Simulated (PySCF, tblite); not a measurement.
# CH₇OPSi₂ (triplet), a small gas-phase stand-in for a defect centre: EPR parameters

Wanted: the EPR parameters for `[SiH3]O[C]P[SiH3]`. It is drawn as: twofold C.

Programs: tblite 0.8.0 and PySCF 2.14.0. All values are calculated, for the isolated system unless a continuum is named. Atoms count from 0, parts from 1.

## (1) The system as given

12 atoms, charge 0, multiplicity 3; geometry: distance geometry start.

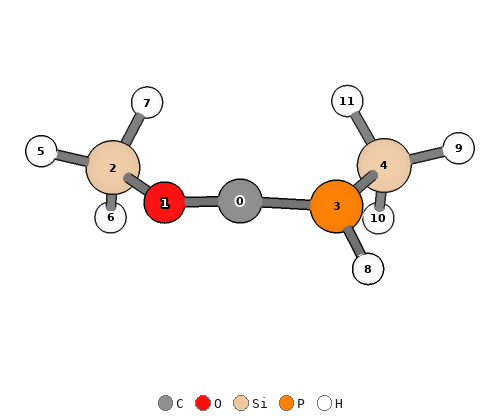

The starting geometry (carbon grey, oxygen red, silicon light orange, phosphorus orange, hydrogen white), atoms numbered.

## (2) Relaxing the cluster with GFN2-xTB

What the job is given:

```
{"job": {"kind": "relax", "xc": "GFN2-xTB", "basis": "xTB"}, "charge": 0, "multiplicity": 3}
C      1.053782     0.773367     0.951384
O      0.607585     1.972168     0.389895
Si    -0.258418     2.152370    -1.117234
P      1.334627    -0.847007     1.643239
Si     0.611156    -2.528496     0.505921
H     -0.084654     3.453154    -1.653691
H     -1.647232     1.886548    -0.937928
H      0.243208     1.183130    -2.052832
H      1.203093    -0.942922     3.027875
H      1.299518    -3.715991     0.878872
H     -0.795283    -2.708090     0.723142
H      0.830666    -2.300676    -0.887362
```

Method: GFN2-xTB geometry optimisation, gas phase.

Launch:

```bash
> OMP_NUM_THREADS=1 python cluster_run.py task.json out
```

One launch serves the whole session: the jobs run in the order shown.

The program printed:

```text
step      E/eV     max force
  0    -424.65773    4.055
  1    -425.08577    2.787
  2    -425.45209    1.680
  3    -425.52773    1.109
  4    -425.78681    2.677
  5    -425.89245    1.122
  6    -425.97046    1.111
  7    -426.06176    0.946
  8    -426.10488    0.845
  9    -426.15320    0.887
 10    -426.19270    0.815
 11    -426.23313    0.828
 12    -426.28269    0.901
 13    -426.32930    0.841
 14    -426.36009    0.604
 15    -426.38208    0.497
 16    -426.39135    0.344
 17    -426.39881    0.302
 18    -426.40557    0.263
 19    -426.41499    0.311
 20    -426.41959    0.232
 21    -426.42356    0.167
 22    -426.42603    0.143
 23    -426.42773    0.122
 24    -426.42908    0.118
 25    -426.43071    0.143
 26    -426.43317    0.204
 27    -426.43633    0.221
 28    -426.43866    0.135
 29    -426.43977    0.082
 30    -426.44049    0.094
 31    -426.44146    0.146
 32    -426.44330    0.187
 33    -426.44602    0.192
 34    -426.44875    0.148
 35    -426.45031    0.072
 36    -426.45088    0.066
 37    -426.45138    0.072
 38    -426.45234    0.115
 39    -426.45352    0.122
 40    -426.45439    0.079
 41    -426.45470    0.030
 42    -426.45481    0.032
 43    -426.45492    0.038
 44    -426.45514    0.061
 45    -426.45547    0.076
 46    -426.45581    0.061
 47    -426.45599    0.029
 48    -426.45608    0.022
 49    -426.45616    0.034
 50    -426.45633    0.059
 51    -426.45664    0.082
 52    -426.45710    0.086
 53    -426.45751    0.055
 54    -426.45774    0.029
 55    -426.45784    0.026
 56    -426.45794    0.027
 57    -426.45809    0.032
 58    -426.45834    0.033
 59    -426.45864    0.042
 60    -426.45888    0.033
 61    -426.45902    0.027
 62    -426.45911    0.030
 63    -426.45922    0.029
 64    -426.45938    0.035
 65    -426.45963    0.035
 66    -426.45986    0.028
 67    -426.46000    0.023
 68    -426.46007    0.021
 69    -426.46014    0.022
 70    -426.46022    0.024
 71    -426.46034    0.026
 72    -426.46048    0.028
 73    -426.46060    0.020
 74    -426.46067    0.018
 75    -426.46071    0.017
 76    -426.46074    0.017
 77    -426.46082    0.020
 78    -426.46095    0.030
 79    -426.46115    0.040
 80    -426.46135    0.032
 81    -426.46149    0.024
 82    -426.46158    0.027
 83    -426.46168    0.028
 84    -426.46186    0.042
 85    -426.46221    0.066
 86    -426.46276    0.081
 87    -426.46328    0.058
 88    -426.46366    0.050
 89    -426.46397    0.052
 90    -426.46417    0.059
 91    -426.46458    0.061
 92    -426.46538    0.077
 93    -426.46617    0.089
 94    -426.46659    0.092
 95    -426.46717    0.092
 96    -426.46794    0.113
 97    -426.46854    0.094
 98    -426.46933    0.050
 99    -426.46965    0.033
100    -426.46976    0.030
101    -426.46984    0.023
102    -426.46991    0.023
103    -426.47008    0.031
104    -426.47029    0.042
105    -426.47061    0.060
106    -426.47099    0.072
107    -426.47090    0.120
108    -426.47157    0.042
109    -426.47183    0.049
110    -426.47234    0.071
111    -426.47266    0.136
112    -426.47345    0.083
113    -426.47449    0.069
114    -426.47575    0.151
115    -426.47766    0.047
116    -426.47971    0.086
117    -426.47916    0.197
118    -426.48234    0.099
119    -426.48386    0.076
120    -426.48612    0.177
121    -426.48806    0.068
122    -426.48969    0.063
123    -426.49052    0.112
124    -426.49172    0.141
125    -426.49251    0.095
126    -426.49389    0.095
127    -426.49436    0.081
128    -426.49477    0.059
129    -426.49543    0.106
130    -426.49628    0.071
131    -426.49739    0.098
132    -426.49889    0.135
133    -426.50083    0.124
134    -426.50290    0.118
135    -426.50376    0.111
136    -426.50514    0.069
137    -426.50616    0.071
138    -426.50675    0.064
139    -426.50749    0.074
140    -426.50836    0.100
141    -426.50949    0.100
142    -426.50996    0.088
143    -426.51068    0.064
144    -426.51152    0.093
145    -426.51285    0.125
146    -426.51420    0.113
147    -426.51489    0.088
148    -426.51552    0.085
149    -426.51623    0.054
150    -426.51710    0.063
151    -426.51837    0.068
152    -426.51902    0.083
153    -426.51946    0.081
154    -426.51985    0.040
155    -426.52018    0.036
156    -426.52045    0.042
157    -426.52083    0.062
158    -426.52108    0.050
159    -426.52131    0.043
160    -426.52152    0.031
161    -426.52167    0.040
162    -426.52179    0.022
163    -426.52189    0.023
164    -426.52201    0.028
165    -426.52213    0.033
166    -426.52228    0.027
167    -426.52238    0.017
168    -426.52241    0.015
169    -426.52245    0.018
170    -426.52249    0.019
171    -426.52256    0.018
172    -426.52258    0.013
173    -426.52262    0.010
174    -426.52263    0.010
175    -426.52266    0.012
176    -426.52268    0.012
177    -426.52272    0.013
178    -426.52276    0.017
179    -426.52280    0.018
180    -426.52283    0.018
181    -426.52287    0.014
182    -426.52291    0.016
183    -426.52300    0.020
184    -426.52311    0.025
185    -426.52322    0.027
186    -426.52335    0.023
187    -426.52345    0.022
188    -426.52352    0.019
189    -426.52358    0.023
190    -426.52364    0.027
191    -426.52369    0.026
192    -426.52375    0.021
193    -426.52384    0.021
194    -426.52397    0.032
195    -426.52420    0.043
196    -426.52447    0.045
197    -426.52470    0.034
198    -426.52484    0.026
199    -426.52491    0.018
200    -426.52494    0.012
201    -426.52494    0.012
202    -426.52510    0.003
```

Wall time 6.7 s (1 thread of Intel Xeon Platinum 8259CL at 2.50GHz, shared host).

Relaxation path:

```
step  energy from step 0 (eV)  largest force (eV/Å)
   0                   0.0000                4.0546
   8                  -1.4471                0.8456
  16                  -1.7336                0.3433
  24                  -1.7713                0.1188
  32                  -1.7856                0.1871
  40                  -1.7967                0.0790
  48                  -1.7983                0.0221
  56                  -1.8002                0.0274
  64                  -1.8016                0.0349
  72                  -1.8028                0.0283
  80                  -1.8036                0.0321
  88                  -1.8059                0.0495
  96                  -1.8102                0.1125
 104                  -1.8126                0.0424
 112                  -1.8157                0.0830
 120                  -1.8284                0.1772
 128                  -1.8370                0.0594
 136                  -1.8474                0.0689
 144                  -1.8538                0.0925
 152                  -1.8613                0.0837
 160                  -1.8638                0.0308
 168                  -1.8647                0.0150
 176                  -1.8649                0.0126
 184                  -1.8654                0.0242
 192                  -1.8660                0.0215
 200                  -1.8672                0.0116
 202                  -1.8674                0.0028
```

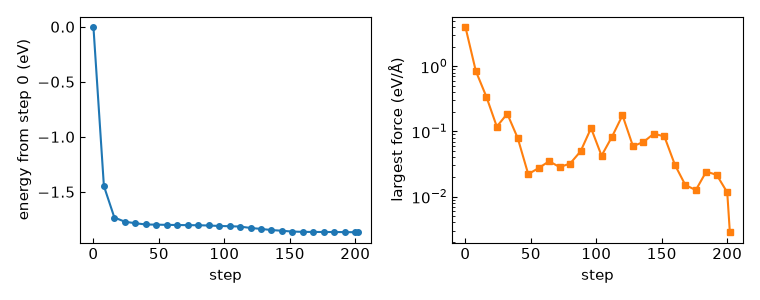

Energy and largest force along the relaxation.

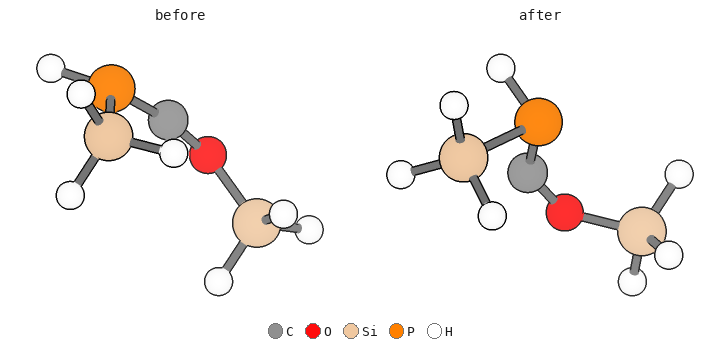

Before and after, at one scale.

Close pairs (by a distance rule), those that changed most:

```csv
bond,before (Å),after (Å),change (Å)
C0–O1,1.397,1.284,-0.113
P3–Si4,2.155,2.268,+0.113
O1–Si2,1.748,1.637,-0.111
C0–P3,1.784,1.714,-0.070
Si4–H9,1.422,1.463,+0.041
Si2–H6,1.425,1.464,+0.039
Si2–H5,1.418,1.454,+0.036
Si4–H11,1.429,1.463,+0.034
```

## (3) Optimising the geometry at PBE0-D3(BJ)/def2-SVP

What the job is given:

```
{"job": {"xc": "PBE0", "basis": "def2-SVP", "d3": "d3bj", "grid": 2, "kind": "geom", "shake": 0.01}, "charge": 0, "multiplicity": 3}
C     -0.059694     0.566244     0.755868
O     -0.617510     1.556480     0.096985
Si    -0.427145     2.476218    -1.249117
P      1.126110    -0.603012     0.386783
Si     0.004849    -2.573716     0.721365
H     -1.530261     3.388699    -1.042186
H     -0.508521     1.602489    -2.409433
H      0.921180     3.130457    -1.235495
H      1.772526    -0.629112     1.634851
H      1.014215    -3.618399     0.888708
H     -0.859509    -2.529731     1.925981
H     -0.797748    -2.794203    -0.457310
```

The program printed:

```text
step   0  E = -1036.88497109  max force = 0.027723
step   1  E = -1036.89389968  max force = 0.006977
step   2  E = -1036.89467001  max force = 0.005092
step   3  E = -1036.89532383  max force = 0.005090
step   4  E = -1036.89547675  max force = 0.003865
step   5  E = -1036.89561695  max force = 0.000728
step   6  E = -1036.89562338  max force = 0.000330
optimisation converged
```

Run time: 1.8 min. Hardware: 1 thread of Intel Xeon Platinum 8259CL at 2.50GHz, shared host; peak memory 0.62 GiB.

Step by step:

```csv
step,energy from step 0 (eV),largest force component (eV/Å)
0,0.0000,1.4256
1,-0.2430,0.3588
2,-0.2639,0.2618
3,-0.2817,0.2617
4,-0.2859,0.1987
5,-0.2897,0.0374
6,-0.2899,0.0170
```

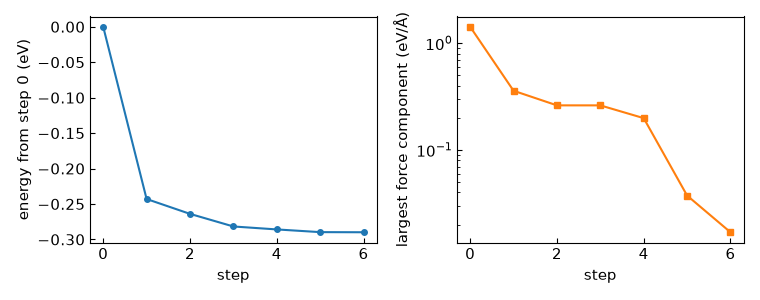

Energy and largest force along the relaxation.

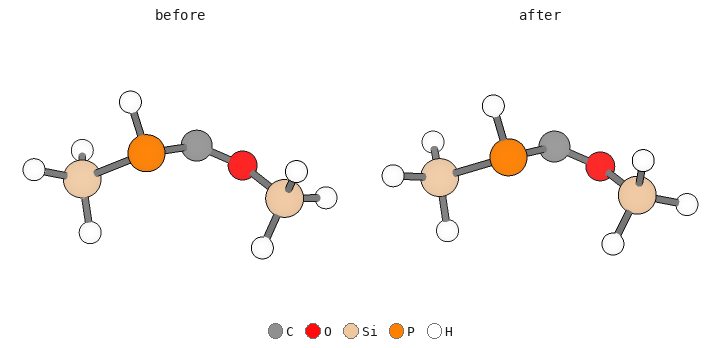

Before and after, at one scale.

Distances of close pairs at the start and the end, largest changes first:

```
   bond  before (Å)  after (Å)  change (Å)
  C0–P3       1.706      1.787      +0.082
 O1–Si2       1.641      1.698      +0.057
Si4–H11       1.443      1.492      +0.049
 Si2–H5       1.446      1.485      +0.038
 Si2–H6       1.455      1.490      +0.035
 Si4–H9       1.462      1.496      +0.034
  P3–H8       1.406      1.432      +0.026
 P3–Si4       2.292      2.269      -0.023
```

The end geometry stands in the next job.

| at the end point | value |
| --- | --- |
| point group (found at 0.08 Å tolerance) | C1 |
| rotational constants (GHz, main isotopes) | 6.769, 0.954, 0.920 |
| dipole moment (D) | 1.12 |
| ⟨S²⟩ | 2.009 |

## (4) g tensor and hyperfine couplings: B3LYP/IGLO-III+pcH-1

What the job is given:

```
{"job": {"kind": "epr"}, "charge": 0, "multiplicity": 3}
C     -0.361694     0.532636     0.802414
O     -0.968281     1.514344     0.166553
Si    -0.426104     2.380419    -1.190112
P      0.966233    -0.525102     0.243058
Si     0.043495    -2.553235     0.672051
H     -1.424268     3.463245    -1.377692
H     -0.389006     1.473447    -2.371980
H      0.933208     2.929150    -0.919622
H      1.825767    -0.494400     1.387388
H      1.119175    -3.589416     0.586623
H     -0.598145    -2.609415     2.018476
H     -0.978724    -2.803739    -0.385386
```

Method: UKS B3LYP, IGLO-III on C O P Si, pcH-1 on H, non-relativistic, mean-field spin-orbit, GIAO.

The program printed:

```text
UKS, coarse grid
  cycle   1  E = -1037.83923397  |g| = 4.71e-01
  cycle   2  E = -1037.62680768  |g| = 8.76e-01
  cycle   3  E = -1037.91106896  |g| = 9.85e-02
  cycle   4  E = -1037.91526793  |g| = 2.35e-02
  cycle   5  E = -1037.91561433  |g| = 7.90e-03
  cycle   6  E = -1037.91566540  |g| = 3.13e-03
  cycle   7  E = -1037.91567395  |g| = 2.38e-03
  cycle   8  E = -1037.91567694  |g| = 5.06e-04
UKS, final grid
  cycle   1  E = -1037.91573117  |g| = 7.07e-04
  cycle   2  E = -1037.91573073  |g| = 1.16e-03
  cycle   3  E = -1037.91573147  |g| = 1.36e-04
  cycle   4  E = -1037.91573148  |g| = 3.76e-05
  cycle   5  E = -1037.91573148  |g| = 3.13e-05
  cycle   6  E = -1037.91573148  |g| = 6.59e-06
E = -1037.91573148 Eh   <S^2> = 2.0092 (exact 2.0000)
g shifts (ppm)      1          2          3
  rmc          -182       -182       -182
  gc             25        -11        -20
  oz_so        -964        579        844
  total       -1122        385        642
hyperfine (MHz)  atom isotope    a_iso     a_fc   dipolar eigenvalues
    0   13C     268.04     268.20    -64.36     20.11     44.25
    1   17O     -64.17     -64.23    -19.02      0.87     18.15
    2  29Si     -28.47     -28.54     -6.94      2.88      4.06
    3   31P     -60.16     -59.58    -48.52    -45.95     94.47
    4  29Si     -53.74     -53.81     -7.07      3.24      3.84
    5    1H      -1.84      -1.84     -1.65     -1.59      3.24
    6    1H       5.36       5.36     -1.92     -1.47      3.39
    7    1H       2.98       2.98     -2.06     -1.68      3.75
    8    1H      54.74      54.74     -4.56     -1.45      6.01
    9    1H      12.31      12.31     -1.37     -0.83      2.20
   10    1H       0.58       0.58     -2.15     -1.34      3.49
   11    1H      -2.15      -2.15     -1.87     -1.14      3.01
zero-field splitting (cm-1)  D = 0.5381  E = 0.0436  (spin-spin 0.4663, spin-orbit 0.0780)
```

Wall time 92 s (1 thread of Intel Xeon Platinum 8259CL at 2.50GHz, shared host); peak memory 1 GiB.

Principal g values 2.00120, 2.00270, 2.00296; g(iso) = 2.00229, against 2.00232 for a free electron.

Hyperfine couplings, nucleus by nucleus at this fixed geometry (no averaging over rotations):

| nuclei | isotope | a(iso) (MHz) | a(iso) (G, at g = 2.0023) | largest dipolar term (MHz) |
| --- | --- | --- | --- | --- |
| C0 | 13C | 268.0 | 95.6 | -64.4 |
| O1 | 17O | -64.2 | -22.9 | -19.0 |
| P3 | 31P | -60.2 | -21.5 | 94.5 |
| H8 | 1H | 54.7 | 19.5 | 6.0 |
| Si4 | 29Si | -53.7 | -19.2 | -7.1 |
| Si2 | 29Si | -28.5 | -10.2 | -6.9 |
| H9 | 1H | 12.3 | 4.4 | 2.2 |
| H6 | 1H | 5.4 | 1.9 | 3.4 |
| H7 | 1H | 3.0 | 1.1 | 3.7 |
| H11 | 1H | -2.2 | -0.8 | 3.0 |
| H5 | 1H | -1.8 | -0.7 | 3.2 |
| H10 | 1H | 0.6 | 0.2 | 3.5 |

Zero-field splitting: D = 0.538 cm⁻¹ (spin-spin 0.466, spin-orbit 0.078), E = 0.044 cm⁻¹.

Mulliken spin populations:

```csv
atom,value (e)
C0,1.55
O1,0.10
Si2,0.05
P3,0.17
Si4,0.05
H5,0.00
H6,0.01
H7,0.01
H8,0.05
H9,0.02
H10,0.00
H11,0.00
```

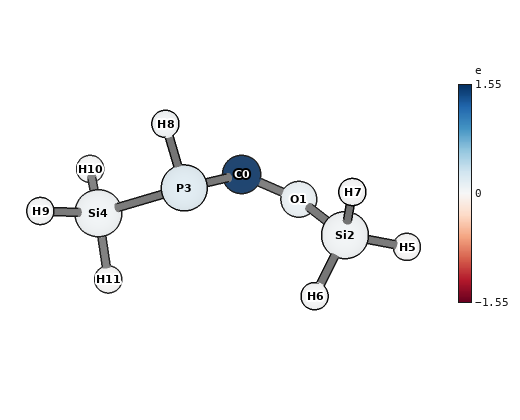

Mulliken spin populations, as colours on the atoms.

## (5) g tensor and hyperfine couplings: BHandHLYP/IGLO-III+pcH-1

Same as in step 4 but for these lines:

```diff
@@ -1,2 +1,2 @@
-{"job": {"kind": "epr"}, "charge": 0, "multiplicity": 3}
+{"job": {"kind": "epr", "xc": "BHandHLYP"}, "charge": 0, "multiplicity": 3}
 C     -0.361694     0.532636     0.802414
```

With the program's defaults for keys left out, this is: UKS BHandHLYP, IGLO-III on C O P Si, pcH-1 on H, non-relativistic, mean-field spin-orbit, GIAO.

The program printed:

```text
UKS, coarse grid
  cycle   1  E = -1037.70264881  |g| = 4.07e-01
  cycle   2  E = -1037.69279180  |g| = 4.88e-01
  cycle   3  E = -1037.77604579  |g| = 6.63e-02
  cycle   4  E = -1037.77921551  |g| = 1.92e-02
  cycle   5  E = -1037.77988519  |g| = 6.85e-03
  cycle   6  E = -1037.78001395  |g| = 3.13e-03
  cycle   7  E = -1037.78003122  |g| = 1.52e-03
  cycle   8  E = -1037.78003453  |g| = 6.33e-04
UKS, final grid
  cycle   1  E = -1037.78007016  |g| = 4.72e-04
  cycle   2  E = -1037.78007034  |g| = 4.69e-04
  cycle   3  E = -1037.78007048  |g| = 1.24e-04
  cycle   4  E = -1037.78007055  |g| = 3.94e-05
  cycle   5  E = -1037.78007055  |g| = 1.56e-05
E = -1037.78007055 Eh   <S^2> = 2.0153 (exact 2.0000)
g shifts (ppm)      1          2          3
  rmc          -183       -183       -183
  gc             26        -20         -9
  oz_so        -873        547        752
  total       -1030        344        560
hyperfine (MHz)  atom isotope    a_iso     a_fc   dipolar eigenvalues
    0   13C     297.99     298.14    -67.83     21.18     46.65
    1   17O     -66.33     -66.39    -18.76      0.45     18.31
    2  29Si     -24.25     -24.30     -6.27      2.77      3.50
    3   31P     -75.61     -75.15    -48.89    -44.95     93.84
    4  29Si     -49.48     -49.55     -6.85      3.10      3.75
    5    1H      -1.69      -1.69     -1.62     -1.57      3.19
    6    1H       3.93       3.93     -1.89     -1.55      3.43
    7    1H       1.80       1.80     -2.05     -1.75      3.80
    8    1H      53.33      53.33     -4.54     -1.64      6.18
    9    1H      10.85      10.85     -1.30     -0.81      2.11
   10    1H       0.35       0.35     -2.15     -1.44      3.59
   11    1H      -2.25      -2.25     -1.86     -1.20      3.06
zero-field splitting (cm-1)  D = 0.5853  E = 0.0489  (spin-spin 0.5210, spin-orbit 0.0714)
```

Run time: 99 s. Hardware: 1 thread of Intel Xeon Platinum 8259CL at 2.50GHz, shared host; peak memory 0.96 GiB.

In short: g(iso) 2.00228.

## (6) Run by run: EPR parameters

g, ⟨S²⟩ and isotropic hyperfine couplings (MHz), with basis size and wall time:

| run | g(iso) | ⟨S²⟩ | 13C C0 | 17O O1 | 31P P3 | 1H H8 | 29Si Si4 | functions | time |
| --- | --- | --- | --- | --- | --- | --- | --- | --- | --- |
| B3LYP/IGLO-III+pcH-1 | 2.00229 | 2.009 | 268.0 | -64.2 | -60.2 | 54.7 | -53.7 | 272 | 92 s |
| BHandHLYP/IGLO-III+pcH-1 | 2.00228 | 2.015 | 298.0 | -66.3 | -75.6 | 53.3 | -49.5 | 272 | 99 s |

## (7) What came out

```
                            quantity                 value
                         point group                    C1
rotational constants (main isotopes)  6.77, 0.95, 0.92 GHz
                        D, E (B3LYP)     0.538, 0.044 cm⁻¹
                      g(iso) (B3LYP)               2.00229
                                ⟨S²⟩    2.009 (exact 2.00)
                      largest a(iso)  13C on C0, 268.0 MHz
```

In words: The start of the PBE0/def2-SVP relaxation was shaken at random by about 0.01 Å, so part of the energy gained, and of the first lengths quoted, undoes that. The optimisation took 6 steps and gained 0.290 eV; among the close pairs (by a distance rule), C0–P3 changed most, from 1.706 to 1.787 Å (PBE0/def2-SVP). No frequency check was run at this level, so the end point may be a saddle. Most of the unpaired spin sits on C0 (1.55 e). The isotropic g lies 0.0 ppt below the free-electron value. The coupling of 13C on C0 runs from 268.0 (B3LYP/IGLO-III+pcH-1) to 298.0 MHz (BHandHLYP/IGLO-III+pcH-1). The triplet was assumed; the singlet may lie lower. A capped cluster stands for the solid here, so long-range fields and strain are missing, and bands or shifts of the capping hydrogens have no counterpart in it.
